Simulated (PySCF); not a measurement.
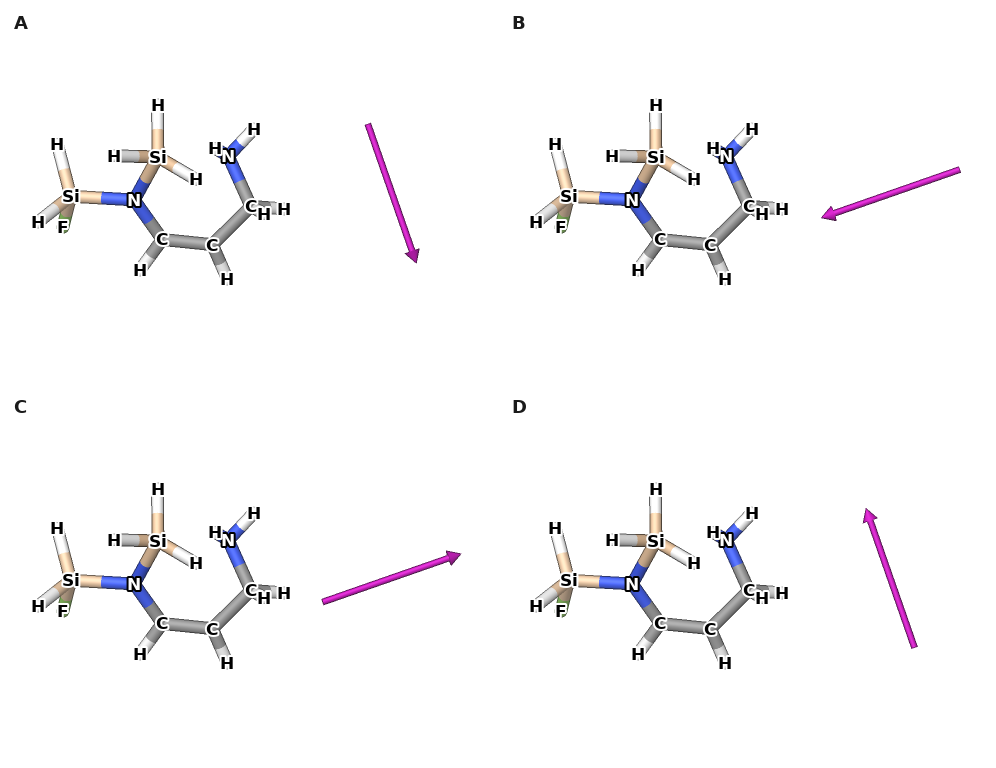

The same molecule four times, each with an arrow. Computed geometry: GFN2-xTB optimisation. No frequency run is at hand to confirm it as a minimum. Level of theory: PBE0/pcSseg-1, gas phase (PySCF 2.14.0).

Which arrow points along the dipole moment, from the negative to the positive end?

Answer. C. The dipole moment is 3.51 D.

The geometry is semi-empirical. Around Si such bond lengths and angles can be off by a tenth of an ångström or more and by several degrees, and values that hang on the shape move with them.
